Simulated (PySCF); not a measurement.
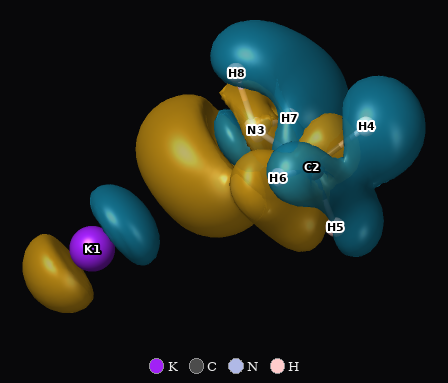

Figure 1: CH₅KN, charge +1, SMILES `[K+].CN`. Density of the complex less the densities of the two fragments at the same geometry, ±0.005 e/Å³ (yellow: gain, teal: loss). Fragment A: K(+1) (atom 1); fragment B: H5CN.

Level of theory: BP86/def2-SVPD (PySCF), at a geometry from GFN2-xTB. GFN2-xTB bond lengths at metals and heavier atoms can be off by up to 0.1 Å and shapes distorted, which carries into these values.

The calculation's input:

```python
import numpy as np
from pyscf import gto, scf, dft
from pyscf.scf import atom_ks, atom_hf
from scipy.linalg import block_diag
from pyscf.dispersion import dftd3

def solve(mol, dm0=None, hcore=None):
    mf = (dft.UKS if mol.spin else dft.RKS)(mol, xc='bp86')
    mf.grids.level = 3
    mf = mf.density_fit(auxbasis='def2-universal-jkfit')
    mf.conv_tol, mf.max_cycle = 1e-8, 80
    if hcore is not None:
        mf.get_hcore = lambda *args: hcore
    mf.kernel(dm0)
    if not mf.converged:
        mf = mf.newton().run(mf.mo_coeff, mf.mo_occ, max_cycle=30)
    assert mf.converged, 'SCF not converged'
    return mf

mol = gto.M(atom='''
K     -1.79468    -0.06841    -0.00007
C      2.26129    -0.53411    -0.00142
N      1.40361     0.65620    -0.00141
H      3.32329    -0.26972     0.00162
H      2.05454    -1.12763    -0.88339
H      2.05006    -1.13026     0.89004
H      1.64104     1.22050    -0.80719
H      1.63693     1.21809     0.81871
''', basis='def2-svpd', charge=1, spin=0, verbose=4)
mol_a = gto.M(atom='''
K     -1.79468    -0.06841    -0.00007
ghost-C      2.26129    -0.53411    -0.00142
ghost-N      1.40361     0.65620    -0.00141
ghost-H      3.32329    -0.26972     0.00162
ghost-H      2.05454    -1.12763    -0.88339
ghost-H      2.05006    -1.13026     0.89004
ghost-H      1.64104     1.22050    -0.80719
ghost-H      1.63693     1.21809     0.81871
''', basis='def2-svpd', charge=1, spin=0, verbose=4)
mol_b = gto.M(atom='''
ghost-K     -1.79468    -0.06841    -0.00007
C      2.26129    -0.53411    -0.00142
N      1.40361     0.65620    -0.00141
H      3.32329    -0.26972     0.00162
H      2.05454    -1.12763    -0.88339
H      2.05006    -1.13026     0.89004
H      1.64104     1.22050    -0.80719
H      1.63693     1.21809     0.81871
''', basis='def2-svpd', charge=0, spin=0, verbose=4)
ab, a, b = solve(mol), solve(mol_a), solve(mol_b)
e_int = ab.e_tot - a.e_tot - b.e_tot
print('counterpoise-corrected interaction energy / kcal/mol', e_int * 627.5095)
def disp(atoms, charge):
    m = gto.M(atom=atoms, charge=charge, basis='sto-3g', spin=None, unit='Bohr', verbose=0)
    return dftd3.DFTD3Dispersion(m, xc='bp86', version='d3bj').get_dispersion()['energy']
e_disp = disp(mol._atom, mol.charge) - disp(mol._atom[:1], mol_a.charge) - disp(mol._atom[1:], mol_b.charge)
print('D3(BJ) part / kcal/mol', e_disp * 627.5095)
# spherically averaged free atoms, for the promolecule
atm = atom_ks.get_atm_nrks(mol, xc='bp86')
pro = block_diag(*[(atm[a[0]][2] * atm[a[0]][3]) @ atm[a[0]][2].T for a in mol._atom])
np.savez('result.npz', e_int=e_int, e_disp=e_disp, dm_a=a.make_rdm1(), dm_b=b.make_rdm1(), c=ab.mo_coeff, occ=ab.mo_occ, eps=ab.mo_energy, pro=pro, d=[f.dip_moment(verbose=0) for f in (ab, a, b)])
```

Command:

```sh
OMP_NUM_THREADS=1 python input.py
```

The run took 16 s on 1 thread of AMD EPYC 7R43 64-Core Processor (Zen 3), with other jobs on the host, peak memory 0.42 GiB.

Partitions, critical points and surface values were worked out afterwards from this run's density.

Question: Which way does charge flow?

Answer: Hirshfeld charges show 0.034 e passing from B to A. By Hirshfeld charges, electrons gather most on K1 (−0.034 e) and leave H4 most (+0.029 e); 0.16 e is displaced in all.

Question: What is the interaction energy, and which contacts carry it?

Answer: The counterpoise-corrected interaction energy of the frozen fragments is −15.9 kcal/mol without dispersion correction and −18.4 kcal/mol with D3(BJ). D3 uses neutral-atom coefficients and tends to overbind metal cations. The pair geometry is semi-empirical, not a minimum at this level. Contacts: K1···N3, 3.28 Å, ρ = 0.008 a.u. The pose is a local one from a semi-empirical search, not shown to be the most stable.
